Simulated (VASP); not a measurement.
Band structure of FeCo (space group Pm-3m). Method: LDA (Ceperley-Alder, Perdew-Zunger), VASP's LDA PAW potentials (set 64) (plane waves; VASP 6.6.1).

The run has a spin-polarised start.

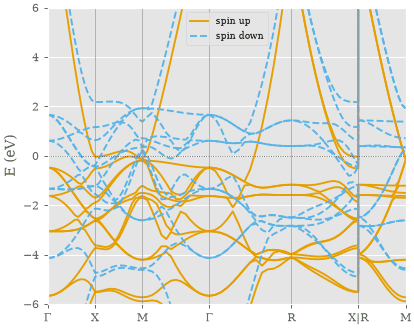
Figure. Bands along high-symmetry lines, zero at the valence-band maximum or, without a gap, the Fermi level

### Question
Read the plot: is there a gap, and where are the band edges?

### Answer
It has no gap at this level: it comes out as a metal or semimetal. (Edges off the drawn lines would not show.)

The structure comes from a computed database's FeCo entry (Pm-3m); how it stands against other phases isn't given here. It was relaxed first, which changed the volume by -8 %.
